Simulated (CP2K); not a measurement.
Consider p-benzoquinone at its PBE geometry (Å).

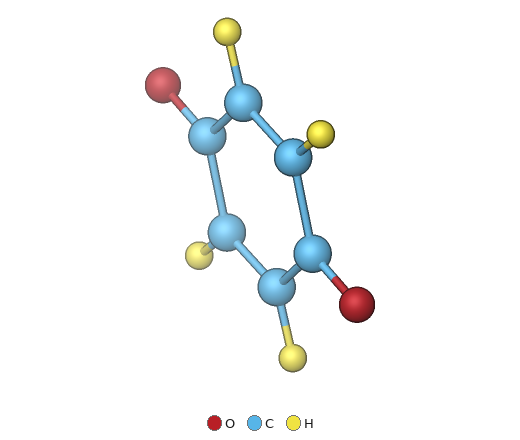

The molecule (oxygen red, carbon blue, hydrogen yellow).

```xyz
12

O     2.6226    0.5406   -0.0010
C     1.4113    0.2877   -0.0076
C     0.4063    1.3745    0.0430
C    -0.9143    1.1068    0.0599
C    -1.4113   -0.2877    0.0076
O    -2.6226   -0.5406    0.0010
C    -0.4063   -1.3745   -0.0430
C     0.9143   -1.1068   -0.0599
H     0.8051    2.3892    0.0717
H    -1.6734    1.8886    0.1048
H    -0.8051   -2.3892   -0.0717
H     1.6734   -1.8886   -0.1048
```

Method: CP2K XAS_TDP, all-electron GAPW, PBEh(45%), aug-cc-pVDZ, TDA, GW2X-corrected core level, no relativity.

Question: Where do the O K-edge lines lie, and how strong are they?

Leading lines: O1 529.74 eV. The leading line of an atom is its first one with 35 % of the strongest within 2.5 eV of its lowest line over the strength cut. Core ionisation energies at this level: O1 538.08 eV.

The first six lines of each atom with a strength over 0.0015:

```
                     atom  energy (eV)  states  strength, one atom  above the computed threshold
O1 (bonded to C), 2 alike       529.74       1              0.0411                              
                                535.80       1              0.0042                              
                                537.77       1              0.0018                              
                                537.90       1              0.0017                              
                                537.98       1              0.0018                              
                                538.56       1              0.0022                           yes
```

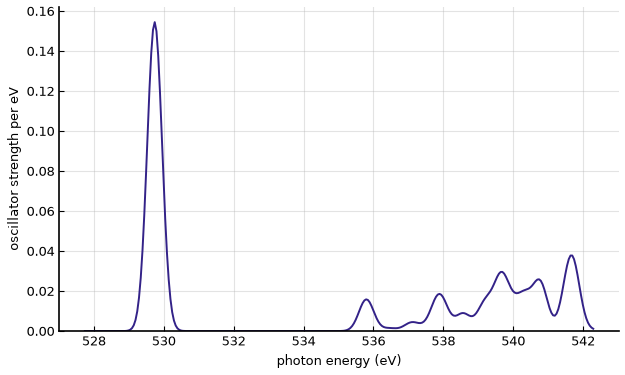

All atoms added, broadened by 0.5 eV.

Lines are vertical, at one geometry, with no vibrational structure. GW2X ionisation energies and lines can be off by 1 to 2 eV either way, and a good line position may hide errors that cancel. These values hold no scalar relativity, about 0.4 eV for O 1s. Rydberg lines, and the discretised continuum above threshold, depend on the basis and the box.

[Banner, clock and machine lines of the logs are left out without a mark of their own.]

[Logs are printed without paths, hosts, clocks, repeated set-up lines and the standing remarks that a program may print on its own settings, such as how far it seeks lower states.]

[Hosts, paths, dates, database ids (printed as entryN), source tags and the programs' standing remarks are cut or masked in the printed files.]
